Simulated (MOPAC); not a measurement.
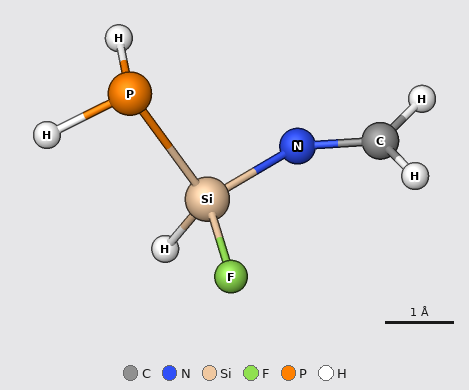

*The input geometry (ball-and-stick view, seen at a tilt).*

## Run report: CH₅FNPSi, energy and gradient calculation

The run: energy and gradient calculation of CH₅FNPSi. Method and program: AM1, closed shell (MOPAC 23.2.5).

The geometry comes from this level: GFN2-xTB.

Input (calc.mop):
```
AM1 DISP GRADIENTS BONDS 1SCF AUX(PRECISION=6) THREADS=1
gradient of CH5FNPSi

C -1.114320 1 0.429650 1 -1.760310 1
N -0.928040 1 0.300680 1 -0.531880 1
Si 0.063250 1 -0.676150 1 0.464580 1
F 0.771830 1 -1.945610 1 -0.255970 1
P 1.733360 1 0.620820 1 1.186650 1
H -0.622130 1 -0.168750 1 -2.529310 1
H -1.815730 1 1.181940 1 -2.111670 1
H -0.854140 1 -1.284900 1 1.410580 1
H 1.866470 1 -0.040860 1 2.397320 1
H 0.899440 1 1.583190 1 1.730000 1
```

Run as:
```bash
mopac calc.mop
```

Output:
```
MOPAC v23.2.5
AM1 CALCULATION RESULTS

 *  AM1        - The AM1 Hamiltonian to be used
 *  1SCF       - DO 1 SCF AND THEN STOP
 *  THREADS=1  - MULTI-THREADING NOT USED
 *  AUX        - OUTPUT AUXILIARY INFORMATION
 *  GRADIENTS  - ALL GRADIENTS TO BE PRINTED
 *  DISP       - PRINT DISPERSION AND HYDROGEN BOND ENERGIES
 *  BONDS      - FINAL BOND-ORDER MATRIX TO BE PRINTED
AM1 DISP GRADIENTS BONDS 1SCF AUX(PRECISION=6) THREADS=1
 gradient of CH5FNPSi

   ATOM   CHEMICAL          X               Y               Z
  NUMBER   SYMBOL      (ANGSTROMS)     (ANGSTROMS)     (ANGSTROMS)

     1       C         -1.11432000  *   0.42965000  *  -1.76031000  *
     2       N         -0.92804000  *   0.30068000  *  -0.53188000  *
     3      Si          0.06325000  *  -0.67615000  *   0.46458000  *
     4       F          0.77183000  *  -1.94561000  *  -0.25597000  *
     5       P          1.73336000  *   0.62082000  *   1.18665000  *
     6       H         -0.62213000  *  -0.16875000  *  -2.52931000  *
     7       H         -1.81573000  *   1.18194000  *  -2.11167000  *
     8       H         -0.85414000  *  -1.28490000  *   1.41058000  *
     9       H          1.86647000  *  -0.04086000  *   2.39732000  *
    10       H          0.89944000  *   1.58319000  *   1.73000000  *

          CARTESIAN COORDINATES

    NO.       ATOM           X           Y           Z

     1         C         -1.1143      0.4297     -1.7603
     2         N         -0.9280      0.3007     -0.5319
     3        Si          0.0633     -0.6762      0.4646
     4         F          0.7718     -1.9456     -0.2560
     5         P          1.7334      0.6208      1.1866
     6         H         -0.6221     -0.1688     -2.5293
     7         H         -1.8157      1.1819     -2.1117
     8         H         -0.8541     -1.2849      1.4106
     9         H          1.8665     -0.0409      2.3973
    10         H          0.8994      1.5832      1.7300

           Empirical Formula: C H5 N Si F P  =    10 atoms

      MOLECULAR POINT GROUP   :   C1

      RHF CALCULATION, NO. OF DOUBLY OCCUPIED LEVELS = 15

 -------------------------------------------------------------------------------
 AM1 DISP GRADIENTS BONDS 1SCF AUX(PRECISION=6) THREADS=1
 gradient of CH5FNPSi

     1SCF WAS SPECIFIED, SO BFGS WAS NOT USED
     SCF FIELD WAS ACHIEVED

                              AM1 CALCULATION

          FINAL HEAT OF FORMATION =        -60.38962 KCAL/MOL =    -252.67015 KJ/MOL

          TOTAL ENERGY            =     -25388.68081 KCAL/MOL = ELECTRONIC ENERGY + CORE-CORE REPULSION
          ENERGY OF ATOMS         =      25328.29119 KCAL/MOL
                              SUM =        -60.38962 KCAL/MOL
          DISPERSION ENERGY       =          0.00000 KCAL/MOL
                              SUM =        -60.38962 KCAL/MOL = FINAL HEAT OF FORMATION

          TOTAL ENERGY            =      -1100.95740 EV
          ELECTRONIC ENERGY       =      -3097.10432 EV
          CORE-CORE REPULSION     =       1996.14692 EV
          COSMO AREA              =        135.60 SQUARE ANGSTROMS
          COSMO VOLUME            =        126.42 CUBIC ANGSTROMS

          GRADIENT NORM           =         67.60392          =       21.37824 PER ATOM
          IONIZATION POTENTIAL    =         10.193021 EV
          HOMO LUMO ENERGIES (EV) =        -10.193 -0.999
          NO. OF FILLED LEVELS    =         15
          MOLECULAR WEIGHT        =        109.1149         POINT GROUP:  C1

          MOLECULAR DIMENSIONS (Angstroms)

            Atom       Atom       Distance
            H     9    H     7     5.94851
            H    10    F     4     3.95916
            H     6    H     8     2.69981

          SCF CALCULATIONS        =          1

          WALL-CLOCK TIME         =      0.016 SECONDS
          COMPUTATION TIME        =      0.014 SECONDS

          LARGEST ATOMIC GRADIENTS

          Atom     Label                     Cartesian Gradients           Cartesian Coordinates       |Gradient|
                                           X          Y          Z        X          Y          Z

             5       P                  -4.182    -16.428    -38.787    1.73336    0.62082    1.18665     42.329
             3      Si                  13.748      6.145     27.025    0.06325   -0.67615    0.46458     30.937
             2       N                  -7.318     13.960    -15.000   -0.92804    0.30068   -0.53188     21.758
             7       H                  13.103    -13.242     10.291   -1.81573    1.18194   -2.11167     21.282
             6       H                  -6.284      7.747     14.816   -0.62213   -0.16875   -2.52931     17.862
             8       H                  -0.713     -2.021    -12.727   -0.85414   -1.28490    1.41058     12.906
             4       F                   6.282      7.978      7.762    0.77183   -1.94561   -0.25597     12.781
             9       H                  -6.281     -3.679      7.419    1.86647   -0.04086    2.39732     10.394
            10       H                  -7.650     -0.342      5.869    0.89944    1.58319    1.73000      9.648
             1       C                  -0.705     -0.119     -6.668   -1.11432    0.42965   -1.76031      6.706

       FINAL  POINT  AND  DERIVATIVES

   PARAMETER     ATOM    TYPE            VALUE        GRADIENT
      1          1  C    CARTESIAN X    -1.114320     -0.704747  KCAL/ANGSTROM
      2          1  C    CARTESIAN Y     0.429650     -0.119021  KCAL/ANGSTROM
      3          1  C    CARTESIAN Z    -1.760310     -6.667834  KCAL/ANGSTROM
      4          2  N    CARTESIAN X    -0.928040     -7.318394  KCAL/ANGSTROM
      5          2  N    CARTESIAN Y     0.300680     13.959858  KCAL/ANGSTROM
      6          2  N    CARTESIAN Z    -0.531880    -14.999688  KCAL/ANGSTROM
      7          3 Si    CARTESIAN X     0.063250     13.747768  KCAL/ANGSTROM
      8          3 Si    CARTESIAN Y    -0.676150      6.145494  KCAL/ANGSTROM
      9          3 Si    CARTESIAN Z     0.464580     27.024727  KCAL/ANGSTROM
     10          4  F    CARTESIAN X     0.771830      6.282260  KCAL/ANGSTROM
     11          4  F    CARTESIAN Y    -1.945610      7.978475  KCAL/ANGSTROM
     12          4  F    CARTESIAN Z    -0.255970      7.761524  KCAL/ANGSTROM
     13          5  P    CARTESIAN X     1.733360     -4.181599  KCAL/ANGSTROM
     14          5  P    CARTESIAN Y     0.620820    -16.428216  KCAL/ANGSTROM
     15          5  P    CARTESIAN Z     1.186650    -38.786597  KCAL/ANGSTROM
     16          6  H    CARTESIAN X    -0.622130     -6.284364  KCAL/ANGSTROM
     17          6  H    CARTESIAN Y    -0.168750      7.747399  KCAL/ANGSTROM
     18          6  H    CARTESIAN Z    -2.529310     14.816260  KCAL/ANGSTROM
     19          7  H    CARTESIAN X    -1.815730     13.102822  KCAL/ANGSTROM
     20          7  H    CARTESIAN Y     1.181940    -13.242046  KCAL/ANGSTROM
     21          7  H    CARTESIAN Z    -2.111670     10.290639  KCAL/ANGSTROM
     22          8  H    CARTESIAN X    -0.854140     -0.712756  KCAL/ANGSTROM
     23          8  H    CARTESIAN Y    -1.284900     -2.021232  KCAL/ANGSTROM
     24          8  H    CARTESIAN Z     1.410580    -12.727014  KCAL/ANGSTROM
     25          9  H    CARTESIAN X     1.866470     -6.280955  KCAL/ANGSTROM
     26          9  H    CARTESIAN Y    -0.040860     -3.678841  KCAL/ANGSTROM
     27          9  H    CARTESIAN Z     2.397320      7.419282  KCAL/ANGSTROM
     28         10  H    CARTESIAN X     0.899440     -7.650035  KCAL/ANGSTROM
     29         10  H    CARTESIAN Y     1.583190     -0.341870  KCAL/ANGSTROM
     30         10  H    CARTESIAN Z     1.730000      5.868702  KCAL/ANGSTROM

   ATOM   CHEMICAL          X               Y               Z
  NUMBER   SYMBOL      (ANGSTROMS)     (ANGSTROMS)     (ANGSTROMS)

     1       C         -1.11432000  *   0.42965000  *  -1.76031000  *
     2       N         -0.92804000  *   0.30068000  *  -0.53188000  *
     3      Si          0.06325000  *  -0.67615000  *   0.46458000  *
     4       F          0.77183000  *  -1.94561000  *  -0.25597000  *
     5       P          1.73336000  *   0.62082000  *   1.18665000  *
     6       H         -0.62213000  *  -0.16875000  *  -2.52931000  *
     7       H         -1.81573000  *   1.18194000  *  -2.11167000  *
     8       H         -0.85414000  *  -1.28490000  *   1.41058000  *
     9       H          1.86647000  *  -0.04086000  *   2.39732000  *
    10       H          0.89944000  *   1.58319000  *   1.73000000  *

                             CARTESIAN COORDINATES

   1    C       -1.114320000     0.429650000    -1.760310000
   2    N       -0.928040000     0.300680000    -0.531880000
   3   Si        0.063250000    -0.676150000     0.464580000
   4    F        0.771830000    -1.945610000    -0.255970000
   5    P        1.733360000     0.620820000     1.186650000
   6    H       -0.622130000    -0.168750000    -2.529310000
   7    H       -1.815730000     1.181940000    -2.111670000
   8    H       -0.854140000    -1.284900000     1.410580000
   9    H        1.866470000    -0.040860000     2.397320000
  10    H        0.899440000     1.583190000     1.730000000

           Empirical Formula: C H5 N Si F P  =    10 atoms

      MOLECULAR POINT GROUP   :   C1

                  EIGENVALUES
 -47.98889 -36.57423 -23.98962 -21.99222 -17.96861 -16.57213 -16.02850 -15.56292
 -14.91663 -13.50118 -12.93844 -12.48506 -11.93197 -10.23558 -10.19302  -0.99882
   0.57750   1.12774   1.20305   1.65692   1.78167   2.11675   3.66989   4.29288
   6.06384

              NET ATOMIC CHARGES AND DIPOLE CONTRIBUTIONS

  ATOM NO.   TYPE          CHARGE      No. of ELECS.   s-Pop       p-Pop
    1          C           0.062179        3.9378     1.25038     2.68744
    2          N          -0.618753        5.6188     1.65160     3.96715
    3         Si           1.444486        2.5555     0.78560     1.76992
    4          F          -0.446279        7.4463     1.88187     5.56440
    5          P          -0.629579        5.6296     1.86150     3.76807
    6          H           0.069982        0.9300     0.93002
    7          H           0.114965        0.8850     0.88503
    8          H          -0.264174        1.2642     1.26417
    9          H           0.129585        0.8704     0.87042
   10          H           0.137588        0.8624     0.86241
 DIPOLE           X         Y         Z       TOTAL
 POINT-CHG.    -2.404     0.084     0.068     2.406
 HYBRID        -0.748    -0.384     0.429     0.944
 SUM           -3.152    -0.300     0.497     3.205

          ATOMIC ORBITAL ELECTRON POPULATIONS

     Atom    s        px        py        pz
    1  C   1.25038   0.89007   0.90564   0.89173
    2  N   1.65160   1.34528   1.41039   1.21148
    3 Si   0.78560   0.59407   0.51016   0.66569
    4  F   1.88187   1.89291   1.77980   1.89169
    5  P   1.86150   1.32780   1.23127   1.20901
    6  H   0.93002
    7  H   0.88503
    8  H   1.26417
    9  H   0.87042
   10  H   0.86241

          BONDING CONTRIBUTION OF EACH M.O.

  0.5571  1.4580  1.4383  1.0288  1.6618  1.2737  1.3973  1.0609  0.5286  1.4989
  1.9054  1.3820  1.3528  1.1073  1.1347 -1.9160 -1.9350 -1.7353 -1.9139 -1.9450
 -1.8651 -1.5420 -2.0701 -1.9695 -1.8937

            (VALENCIES)   BOND ORDERS

     1  C     (3.861)     2  N 1.946     7  H 0.924     6  H 0.923     5  P 0.025     3 Si 0.025     8  H 0.014

     2  N     (2.906)     1  C 1.946     3 Si 0.846     6  H 0.044     4  F 0.044     7  H 0.014

     3 Si     (3.387)     8  H 0.874     2  N 0.846     4  F 0.809     5  P 0.796     1  C 0.025     7  H 0.024

     4  F     (0.928)     3 Si 0.809     2  N 0.044     5  P 0.042     8  H 0.026

     5  P     (2.826)     9  H 0.975    10  H 0.972     3 Si 0.796     4  F 0.042     1  C 0.025     8  H 0.010

     6  H     (0.995)     1  C 0.923     2  N 0.044     7  H 0.023

     7  H     (0.987)     1  C 0.924     3 Si 0.024     6  H 0.023     2  N 0.014

     8  H     (0.930)     3 Si 0.874     4  F 0.026     1  C 0.014     5  P 0.010

     9  H     (0.983)     5  P 0.975

    10  H     (0.981)     5  P 0.972

 *                    *
 * JOB ENDED NORMALLY *
 *                    *

 TOTAL JOB TIME:             0.02 SECONDS

 == MOPAC DONE ==
```

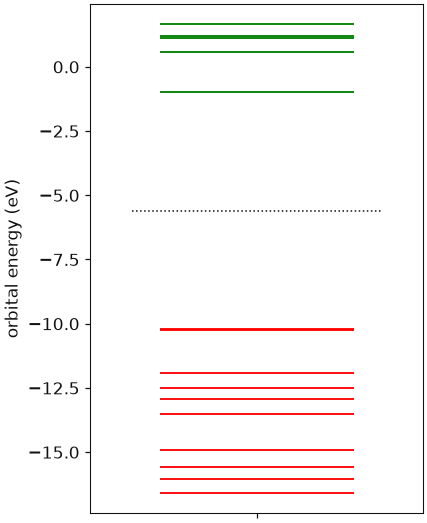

*Orbital energies near the frontier; the dotted line parts filled from empty levels, and levels within 0.02 eV of each other stand side by side.*

Highest filled −10.19 eV, lowest empty −1.00 eV, 9.19 eV apart.

Summary:

| quantity | value |
| --- | --- |
| outcome | converged |
| total energy | −40.459438 hartree |
| dispersion energy | 0.000000 hartree |
| heat of formation | −60.39 kcal/mol |
| basis functions | 25 |
| largest force | 1.836 eV/Å |
| HOMO | −10.19 eV |
| LUMO | −1.00 eV |
| dipole moment | 3.21 D |
| hardware | 1 thread of Arm Neoverse N1, 98 GiB of memory available, shared host |
| peak memory | 0.12 GiB |

Notes:

MOPAC's energies along a path are heats of formation.
